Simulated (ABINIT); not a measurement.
System: WS.

The calculation's input:

```
# Pseudopotentials
pp_dirpath "./"
pseudos "W.GGA_PBE-JTH.xml, S.GGA_PBE-JTH.xml"

# Structure
acell 3.9274618165 3.9274618165 3.9274618165 Angstrom
rprim
    -0.5490735164     0.5490735164     0.6301083615
     0.5490735164    -0.5490735164     0.6301083615
     0.5490735164     0.5490735164    -0.6301083615
ntypat 2
znucl 74 16
natom 2
typat 1 2
xred
     0.4961930000     0.4991850000     0.0008550000
     0.0025700000     0.0029560000    -0.0170700000
chkprim 0
chksymtnons 0
tolsym 1.0e-6

# Plane-wave basis
ecut 20.0
pawecutdg 40.0
pawxcdev 0

# k points
kptopt 1
ngkpt 9 9 9
nshiftk 1
shiftk 0.0 0.0 0.0

# Exchange and correlation
ixc 11

# Bands and occupations
nband 14
occopt 3
tsmear 0.05 eV

# SCF cycle
nstep 100
tolvrs 1.0e-9

# Output
iomode 3
prtwf 0
prteig 0
prtebands 0
enunit 2
prtden 1
prtvha 1
prtvclmb 1
prtpot 1
```

Launched as:

```sh
abinit run.abi > log 2>&1
```

Below, planes, directions and counts refer to the standardised cell (a = 4.95 Å, b = 6.10 Å, c = 3.93 Å, α = 90.00°, β = 129.06°, γ = 90.00°).

Space group P1; a generated structure, not necessarily the stable one; not relaxed (largest force 0.3 eV/Å); computed pressure about −23 GPa in this cell.

Method: ABINIT 10.8.3, Kohn-Sham DFT of a periodic cell, PBE, JTH PAW PBE v2.0.

What will maps of the valence pseudo-density show?

W–S (2.41 Å): ρ at the midpoint is about 0.58 e/Å³.
W–S (2.54 Å): ρ at the midpoint is about 0.43 e/Å³.

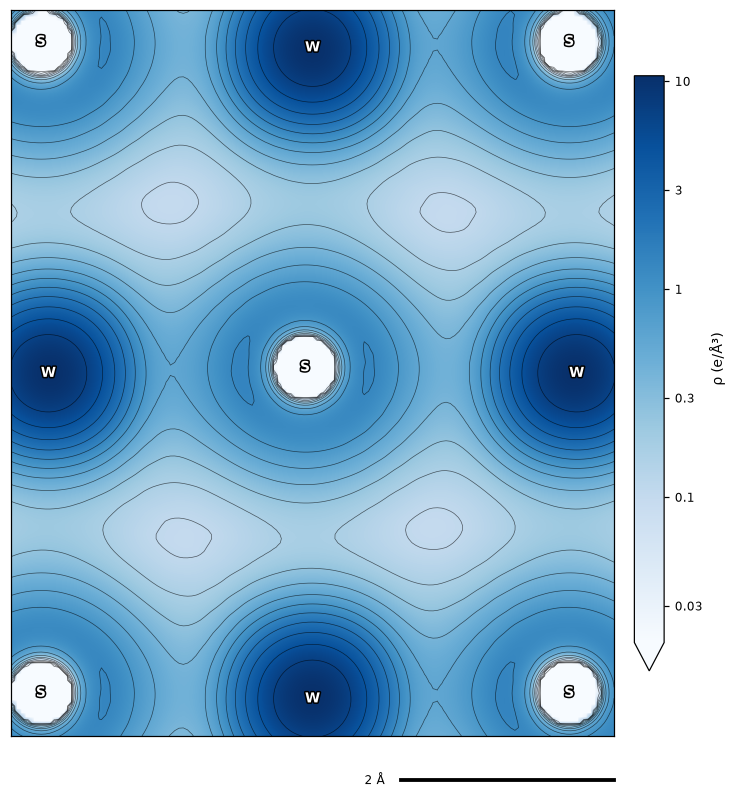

Computed valence pseudo-density on the (010) plane of the standardised cell. 

The density is the valence pseudo-density of a PAW calculation; it isn't the true density close to the nuclei.
